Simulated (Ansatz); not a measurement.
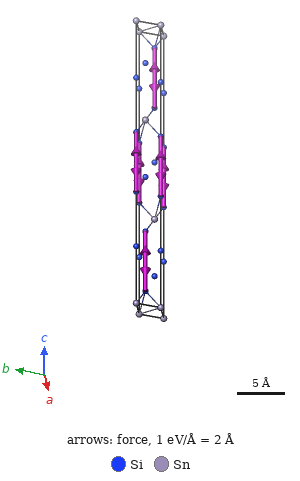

Starting geometry of crystalline Si4Sn (a generated structure, set up in R-3m) (coarse preliminary run) with the computed forces as purple arrows. The picture is a ball-and-stick view of the conventional cell (3 times the calculation's cell), seen from a free direction. Lengths and directions refer to the drawn axes.

These are results of Ansatz 0.2.0, DFT PBE, scalar-relativistic, plane waves, PAW, not measurements.

Input file:
```yaml
crystal:
  lattice:
    - [1.45485875, 0.83996309, 11.2002945]
    - [-1.45485875, 0.83996309, 11.2002945]
    - [0.0, -1.67992618, 11.2002945]
  atoms:
    - { symbol: Si, position: [0.39453, 0.39453, 0.39453] }
    - { symbol: Si, position: [0.79848301, 0.79848301, 0.79848301] }
    - { symbol: Si, position: [0.20151699, 0.20151699, 0.20151699] }
    - { symbol: Si, position: [0.60547, 0.60547, 0.60547] }
    - { symbol: Sn, position: [0.0, 0.0, 0.0] }
basis:
  ecutwfc: 420
kpoints:
  mp_grid: { grid: [6, 6, 6] }
hamiltonian:
  xc: pbe
scf:
  occupations: { method: gaussian, width: 0.1 }
  lower_state_search: "off"
output:
  forces: true
  stress: true
  eigenvalues: true
relax:
  adjacent_minimum: "off"
  f_tol: 0.04
  max_steps: 70
  cell: { stress_tol: 0.4 }
```

Run as
```bash
ansatz run input.yaml --threads 1 --pin off --max-ram 2560MiB --backend cpu --events-out ev --progress --plain --runs-dir out
```

Q: What follows when this structure is relaxed?

A: It isn't relaxed: the largest force vector, on Si atoms, is 2.74 eV/Å. The atoms end up moving mostly along the starting forces (cosine between the two patterns 0.99). The energy falls by 3.171 eV per cell of the calculation in 21 accepted moves (23 points after the start). Largest force component: 2.7 eV/Å at the start, 0.015 eV/Å at the end. The pressure goes from 13.27 to 0.07 GPa. At 2 points the geometry stayed and the basis and grid were re-selected for the new cell (energy shift of 79.0 meV per cell of the calculation at most each time). The largest moves relative to the cell, 0.53 Å, are those of Si1 and Si4. Si1 goes along +c. Sn stays in place. Cell: a = b 2.910 → 3.616 Å (+24.3 %), c 33.601 → 24.954 Å (−25.7 %). Volume +14.7 %. Among the contacts that change: Si1–Si1 2.910 → 3.616 Å, Sn5–Sn5 2.910 → 3.616 Å, Si1–Si2 2.907 → 2.445 Å, Si1–Sn5 2.655 → 2.928 Å. Bond angles that change, for instance: Si1–Sn5–Si4 113.6° → 103.7°, Sn5–Si1–Sn5 66.4° → 76.3°, Si1–Sn5–Si1 66.4° → 76.3°. The space group stays R-3m (No. 166).
